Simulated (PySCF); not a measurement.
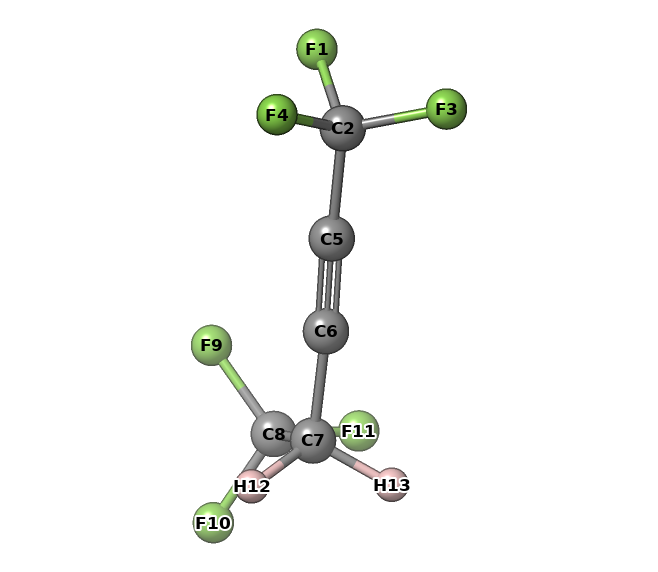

C8 lies behind C7. The molecule seen a little off the C7–C8 bond, C7 in front. Atoms fade into the background with distance from the viewer. Geometry: an image of a reaction path computed with GFN2-xTB, not a minimum.

What is the torsion angle C6–C7–C8–F9? The sign is positive where the front bond must turn clockwise to cover the back bond.

Answer. −30°, synclinal (gauche).
